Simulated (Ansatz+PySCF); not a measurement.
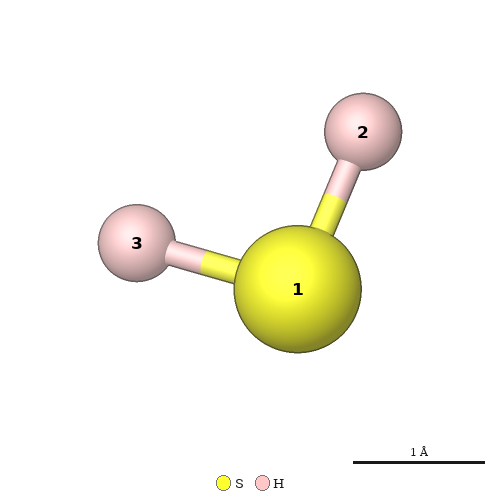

Figure made from data computed with Ansatz+PySCF.

Orthographic view. Depth is shown by fading: the farther an atom, the more it takes the colour of the background. Geometry: a fixed input geometry, not necessarily a minimum.

Write a MOL file (V2000) with the atoms in numerical order, bonds sorted by atom number with the orders drawn, and coordinates in the frame of the picture: x right, y up, z towards the viewer, origin at the mean position.

```
H2S
                    3D

  3  2  0  0  0  0  0  0  0  0999 V2000
    0.2400   -0.5200    0.2500 S   0  0  0  0  0  0  0  0  0  0  0  0
    0.7500    0.6900   -0.0500 H   0  0  0  0  0  0  0  0  0  0  0  0
   -0.9900   -0.1700   -0.2000 H   0  0  0  0  0  0  0  0  0  0  0  0
  1  2  1  0
  1  3  1  0
M  END
```
